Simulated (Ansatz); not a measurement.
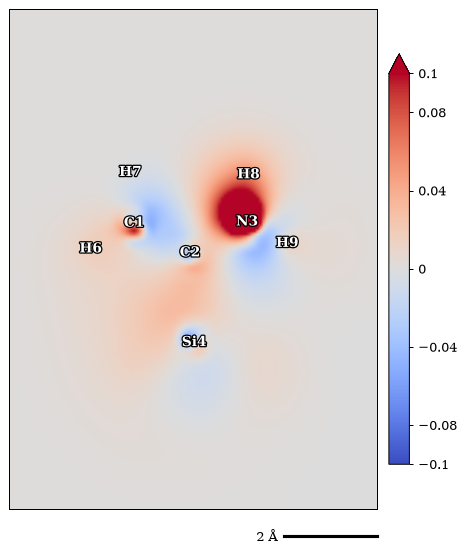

*C3H9NSi (SMILES C=C(N)[SiH2]C). The HOMO on the plane of atoms C1, C2 and Si4 (values in Å⁻³ᐟ²; the overall sign is arbitrary).*

Theory: RKS BLYP/6-31G (Ansatz 0.2.0).

The calculation's input:

```
crystal:
  periodic: [false, false, false]
  atoms:
    - { symbol: C, position_ang: [1.0866, 1.0087, -1.2804] }
    - { symbol: C, position_ang: [0.5699, 0.7713, -0.0649] }
    - { symbol: "N", position_ang: [1.2385, 1.111, 1.0704] }
    - { symbol: Si, position_ang: [-1.0224, -0.11, 0.1509] }
    - { symbol: C, position_ang: [-0.8688, -1.9638, 0.071] }
    - { symbol: H, position_ang: [0.4945, 0.8072, -2.1971] }
    - { symbol: H, position_ang: [2.0191, 1.5538, -1.4294] }
    - { symbol: H, position_ang: [2.0127, 1.8483, 0.9345] }
    - { symbol: H, position_ang: [0.6808, 1.329, 1.9292] }
    - { symbol: H, position_ang: [-2.0264, 0.3269, -0.8904] }
    - { symbol: H, position_ang: [-1.6701, 0.2858, 1.4917] }
    - { symbol: H, position_ang: [-0.1709, -2.2918, 0.8907] }
    - { symbol: H, position_ang: [-0.5054, -2.2435, -0.8902] }
    - { symbol: H, position_ang: [-1.8511, -2.462, 0.2427] }
basis:
  gaussian: { orbitals: "6-31G" }
hamiltonian:
  xc: blyp
relax:
  f_tol: 0.02
  max_steps: 40
scf:
  lower_state_search: "off"
output:
  orbitals: {}
```

Launched as:

```sh
ansatz run input.yaml --threads 1 --pin off --max-ram 2048MiB --backend cpu --events-out ev --progress --plain --runs-dir out
```

The fields are those of the relaxed geometry.

Q: Where does this orbital lie, and at what energy?

A: It lies mainly on C1 (about 35 %), N3 (about 35 %) and C2 (about 15 %). Its energy is −4.12 eV.
